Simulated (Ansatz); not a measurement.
```xyz
5

B     0.0000    0.0000   -0.0942
F     0.0000    0.0000    1.2252
H     1.0692    0.0000   -0.6549
H    -1.0692    0.0000   -0.6549
F     0.0000    0.0000    3.5688
```

Level of theory: UKS PBE0/def2-SVP (Ansatz).

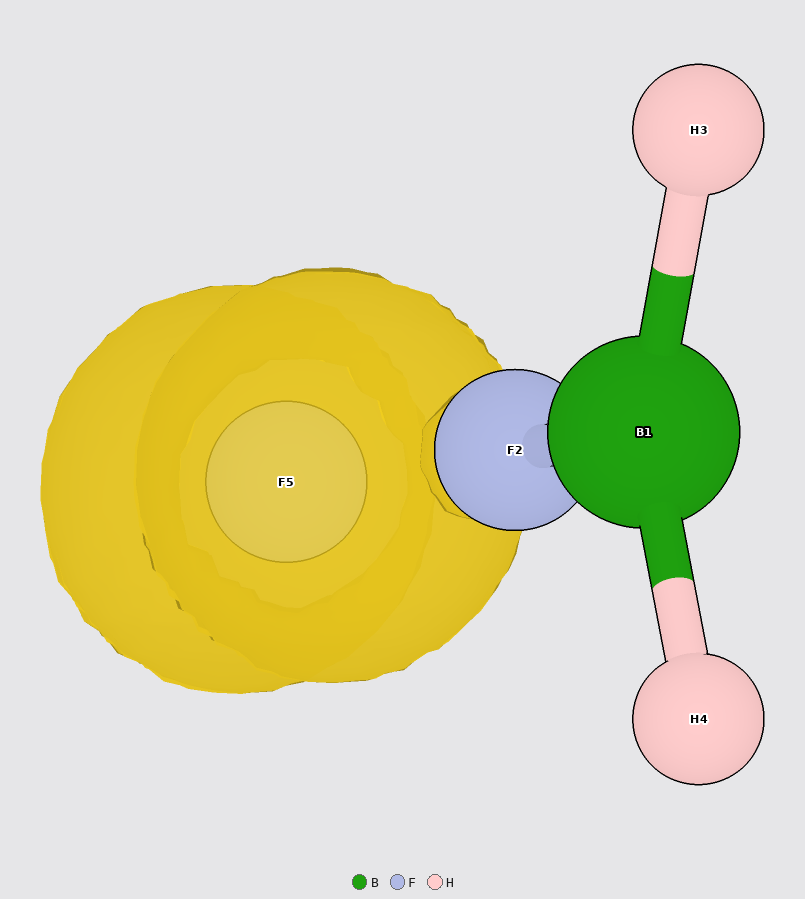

BFH$_{2}$···F (doublet). Isosurfaces of the spin density (α minus β) at +0.04 (yellow) and −0.04 e/Å³ (cyan), seen at an oblique angle.

> Which atoms carry the spin?

The unpaired spin (1 electron) lies mostly on F5 (about 1.0), in electrons by Hirshfeld's partition. Only one sign reaches the isovalue.
